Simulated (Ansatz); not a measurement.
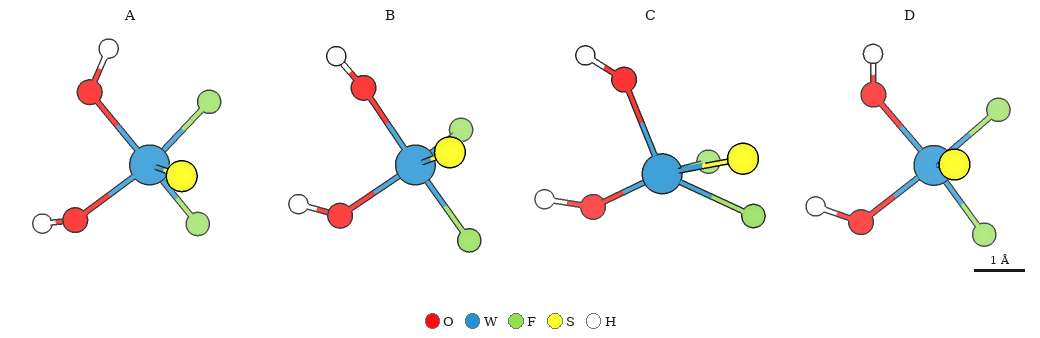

4 geometries from one relaxation of WH2SO2F2 (coarse preliminary run), in shuffled order. A ball-and-stick model, seen at a tilt.

The start comes from a force field.

Computed with RKS PBE-D4/def2-SVP (Ansatz 0.2.0). (force threshold 0.03 eV/Å; at most 200 steps)

### Put them in the order of the run, from the start to the converged end.

C, B, D, A. They are steps 0, 5, 15, 36, at +7.015 eV, +0.659 eV, +0.117 eV relative to the last. After 29 accepted moves (36 points after the start) the energy has fallen by 7.015 eV. The largest force component goes from 4.7 to 0.015 eV/Å. The line search rejected the trial steps at points 11, 14, 18, 22, 25, 29, 35 of the run. The forces were under the threshold at step 34, but the run went on from there. The largest move after the best rigid fit is that of an F atom, 1.45 Å. Largest moves by element: F 1.45 Å, H 1.05 Å, O 0.95 Å, S 0.95 Å, W 0.40 Å. Among the contacts that change: F–S 2.063 → 3.267 Å, F–W 2.061 → 1.889 Å, O–W 2.044 → 1.884 Å, O–W 2.074 → 1.916 Å. Among the angles between lasting bonds that change: O–W–F 79.2° → 153.9°, O–W–S 168.6° → 102.9°, F–W–S 57.8° → 108.3°.
